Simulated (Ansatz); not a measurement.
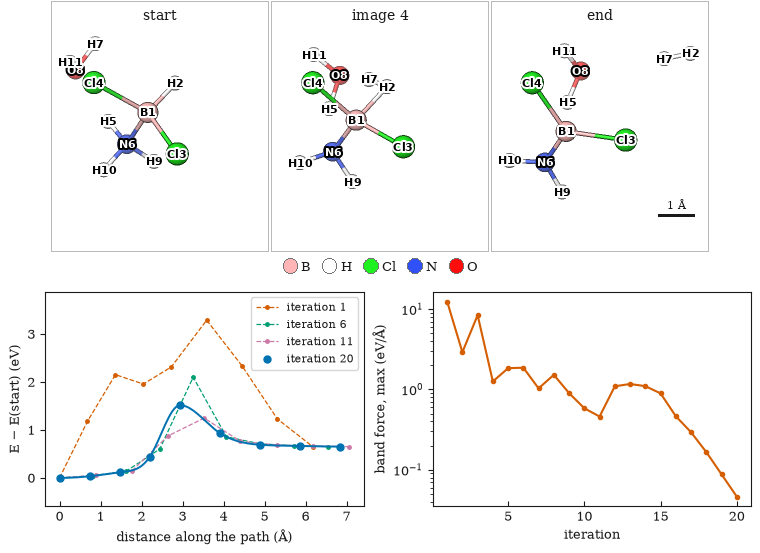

NEB run on BNH6OCl2. Images are numbered from 0 (start) to 8 (end). The plot follows the band through its iterations. Style: ball-and-stick. Shown from a free direction.

Computed with Ansatz, RKS PBE0/def2-SVP. Settings: 7 movable images; climbing image; force threshold 0.05 eV/Å; iteration limit 56; starting path through a guess of the saddle point.

Did the band converge, and can the barrier be trusted?

The result is final at these settings. The band converged in 20 iterations. The largest component of the band force went from 12 to 0.046 eV/Å. The climbing image converged on the top of the path. Its vibrational analysis gives one imaginary mode (484i cm⁻¹), as a transition state must have. The first iteration put the highest image at 3.29 eV. Forward barrier 1.52 eV, backward barrier 0.86 eV, with image 4 at the top; the reaction energy is +0.65 eV.
